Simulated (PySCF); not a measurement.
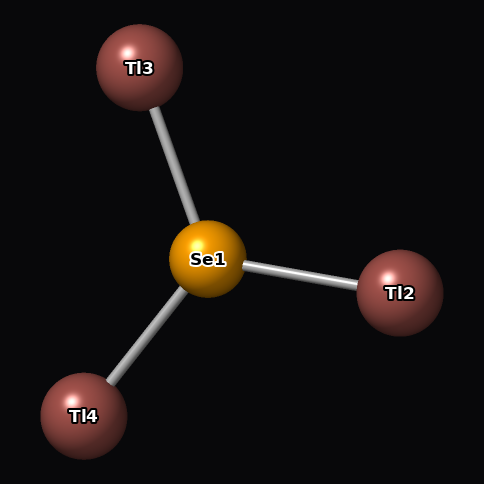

The thickness of each stick grows with its Mayer bond order. The species has charge +1 and is a spin singlet. The geometry was computed by an optimisation with PBE0/def2-TZVP with core potentials. Computed with PBE0/def2-TZVP, core potentials on Tl (PySCF 2.14.0). The run warned: a mode under 25 cm-1 is near the numerical noise.

List the Mayer bond orders of Se1–Tl2 (one bond of each equivalent set).

```tsv
bond	Mayer order	length (Å)
Se1–Tl2	0.69	2.797
```

Its softest mode lies under 30 cm⁻¹, so another, bent or twisted shape can't be ruled out.
